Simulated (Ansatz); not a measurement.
# Localised basis functions on twisted Ti3C2O2 MXene bilayer, 52.66° (854 atoms), part 2 of 2

Aim: test how closely localised support functions follow the reference on twisted Ti3C2O2 MXene bilayer, 52.66° (854 atoms), and at what cost. A setting counts as converged where the r.m.s. difference of forces stays under 1 % of the r.m.s. force.

Ansatz 0.2.0; Kohn-Sham DFT, LDA, PAW (set soft_2), plane waves.

The cell: 366 Ti, 244 C and 244 O. The functional has no dispersion term. Beside vacuum, support functions can miss their usual error bounds without a warning. The main run has no spin polarisation. Sampling is at Γ alone, for a cell whose shortest periodic width is 21 Å.

So far. Step 2 (Plane-wave single point): Mean Löwdin charges: C -0.82, O -0.58, Ti +1.00 e (they miss 0.34 % of the electrons, so they add up to more than the cell's charge).

## Step 3: Distances and neighbours (continued)

A closer look about Ti330, whose charge lies farthest from its element's mean: 8 atoms, nearest first, numbered in the order of the input, with positions taken from that point.

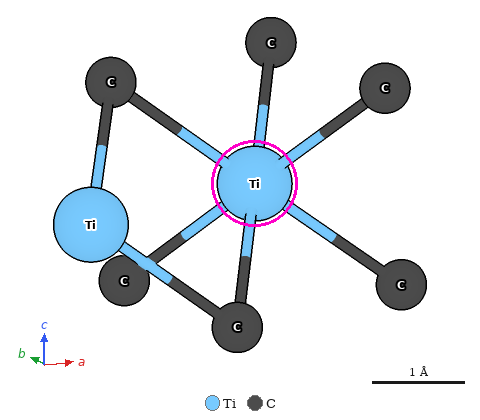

The atoms of the table, within 3.0 Å (arrows a, b, c point along x, y, z); some may hide others; the central atom is ringed.

```
 atom      x      y      z  distance (Å)  bonds  Löwdin charge (e)     Fx     Fy  Fz (eV/Å)
Ti330   0.00   0.00   0.00          0.00      6               0.82   0.04   0.08      -0.13
 C282  -1.71  -0.11   1.26          2.13      6              -0.82  -0.56   0.10      -0.36
 C324   0.98  -1.45   1.25          2.15      6              -0.81   0.01  -0.05      -0.26
 C332   1.75   0.11  -1.26          2.16      6              -0.82   0.18   0.20       0.31
 C283  -0.78  -1.56  -1.27          2.16      6              -0.81   0.04  -0.11       0.76
 C331   0.78   1.59   1.23          2.16      6              -0.81   0.01  -0.22       0.10
 C290  -0.98   1.46  -1.27          2.17      6              -0.82   0.08   0.23       0.59
Ti281  -2.52  -1.66   0.00          3.02      6               0.83  -0.02  -0.33      -0.20
```

The column of bonds counts only the pairs Ti-C within 2.64 Å, Ti-O within 2.64 Å; other neighbours, such as metal atoms beside each other in a compound, aren't counted, and periodic images can show an atom twice.

## Step 4: Support functions medium

With localised support functions most steps grow linearly with size, though the diagonalisation grows faster unless the density matrix is cut; this run measures error and cost at this size. Besides, the program derives a nominal cutoff of 464 eV for this run, against the reference's 420.

This step: Kohn-Sham DFT, LDA, PAW (set soft_2), localised support functions (medium) (Ansatz 0.2.0).

input.yaml reads:

```yaml
crystal:
  lattice:
    - [23.7432, 0.0, 0.0]
    - [-11.8716, 20.56221, 0.0]
    - [0.0, 0.0, 28.52]
  atoms:
    [... the 854 atom lines of step 2 ...]
kpoints:
  mp_grid: { grid: [1, 1, 1] }
hamiltonian:
  xc: lda
scf:
  occupations: { method: gaussian, width: 0.05 }
  eigensolver: { kind: { support_functions: { accuracy: medium } } }
  mixing: { beta: 0.2 }
  max_iter: 150
output:
  forces: true
```

The run is started by

```
ansatz run input.yaml --threads 32 --pin off --max-ram 143360MiB --backend cuda --events-out ev --progress --plain --runs-dir out
```

Output:

```text
Warning: scf.eigensolver.kind.support_functions: disabling space-group detection — the functions' gradient is summed over unrotated k-points, so no spatial operation reduces the k-mesh or symmetrises the density; time reversal is kept, so that k and −k are solved as one point where they differ and the mesh holds both, and exact exchange and, on two spinor components, a DFT+U term hold to it where the run has them: [...]
Warning: basis.ecutwfc = 464 eV, auto-derived: no grid that the accuracy of the support functions lays serves the files at the lower one that their records recommend; a deck with other species or settings can derive another value
settings of this run that can trade accuracy for cost: scf.eigensolver.kind.support_functions [...]
[...]
GPU FFT provider: cuFFT
GPU libraries: cuBLAS 13.8.1, cuFFT 12.4.0, cuSOLVER 12.3.2
[...]
Crystal: 854 atoms, lattice volume = 13923.825 Å³
Basis set: ecut = 464 eV, 316121 PW (Γ)
Bands: 4100, of which v1, the nominal top of the filled ones, is band 3416 counted from 1 (3415 counted from 0)
Symmetry: 1 space group operations
k-points: 1
[...]
GPU buffer pool allocated for 6998400 grid points (all kernels)
[...]
SCF iter   1: F=—  HF=-1093366.103236 eV  |F-HF|=—  |Δ(HF+E_count)|=         —  Δρ=1.67e-1  dr2=4.94e3  ethr=1.00e-1
[...]
SCF iter  24: F=—  HF=-1092466.582375 eV  |F-HF|=—  |Δ(HF+E_count)|=   7.37e-7  Δρ=7.39e-6  dr2=6.91e-6  ethr=1.84e-10  κ⁻¹=9.2e-5(r=7)
SCF iter  25: F=-1092466.582368 eV  HF=-1092466.582373 eV  |F-HF|=4.93e-6  |Δ(HF+E_count)|=   2.33e-6  Δρ=5.27e-6  dr2=3.44e-6  ethr=1.01e-10
SCF 1 converged in 25 iterations: F = -1092466.717545 eV  dr2 = 3.44e-6
[...]
SCF converged after 25 iterations
Stability not checked: this state was not tested for a lower state beside it, because the mixer in use, unlike msr1, does not test its closes by its own steps (another_mixer; see scf.mixing.algorithm and scf.lower_state_search)
Free energy (F): -1092466.717545 eV
[...]
Internal energy: -1092466.454154 eV  (E = F + TS)
E sigma→0 (E₀):  -1092466.585849 eV
Entropy (-TS):   -0.263390 eV (-0.308 meV/atom)
Fermi energy:    5.620503 eV
[...]
Σ components = -1092466.717545   (vs F -1092466.717545, Δ=0.00e0)
--- Forces (eV/Å), atoms counted from 1 ---
[... 854 lines of forces left out ...]
  max |Σ_I F_I| component: 1.57e-2 eV/Å
--- Band table (eV) ---
[... left out ...]
  guard bands above this table: 594 of the run's 4100 bands (output.publish_guard_bands: true publishes all)
```

Elapsed: 37 s, on 1 × NVIDIA GB200 with 32 threads of Arm Neoverse V2, shared host; peak memory 4.2 GiB; 80 s of CPU time.

That memory is the host's; the program planned up to 34.2 GiB on the GPU.

The program notes that the band table was not solved further than the SCF left it and it switched symmetry off.

Keys that differ from the reference: support_functions.accuracy = "medium", scf.max_iter = 150 and scf.mixing.beta = 0.2.

Forces differ from the reference by 0.88 meV/Å r.m.s., 0.27 % of their size, well within a tolerance of 1 %; the energy by -4.9 meV/atom.

## Step 5: Cost against change

Differences are against the plane-wave reference (Kohn-Sham DFT, LDA, PAW (set soft_2), plane waves), whose r.m.s. force component is 0.323 eV/Å. Energies are set beside the reference only for runs with its functional, potentials and electron count. Times are for 1 × NVIDIA GB200 with 32 threads of Arm Neoverse V2, shared host. The reference's time includes the DOS, which some other runs skip.

```
                     run  Δ force, r.m.s. (meV/Å)  share of r.m.s. force (%)  Δ energy (meV/atom)  cycles  time  host memory (GiB)  planned on the GPU (GiB)
               reference                        -                          -                    -      12  41 s                 14                       120
support functions medium                     0.88                      0.273                -4.89      25  37 s                4.2                        34
```

## Step 6: Outcome

```json
{
  "free energy per atom": "-1279.2301 eV/atom",
  "r.m.s. force component": "0.3228 eV/Å",
  "wall time of the 2 DFT runs": "79 s"
}
```

In words: Against plane waves at 420 eV, the forces differ by 0.88 meV/Å (0.27 %) with support functions medium. In energy the support functions at preset levels lie below plane waves at 420 eV. Their grid holds more waves than that cutoff, so part of the difference is likely the reference's own basis error.

13 levels are partly filled, by over 2 % (at Γ alone): no clear gap opens at this level. Levels of broken or missing bonds inside a gap of the host would look the same. Counting bonds as in the table, all C atoms have 6, all O atoms have 3 and all Ti atoms have 6 bonded neighbours.

**Limits.** The geometry was built by rule, was displaced at random and isn't relaxed at this level: its force components are 0.32 eV/Å r.m.s.

[Logs are printed without paths, hosts, clocks, repeated set-up lines and the standing remarks that a program may print on its own settings, such as how far it seeks lower states.]

[Hosts, paths, dates, database ids (printed as entryN), source tags and the programs' standing remarks are cut or masked in the printed files.]
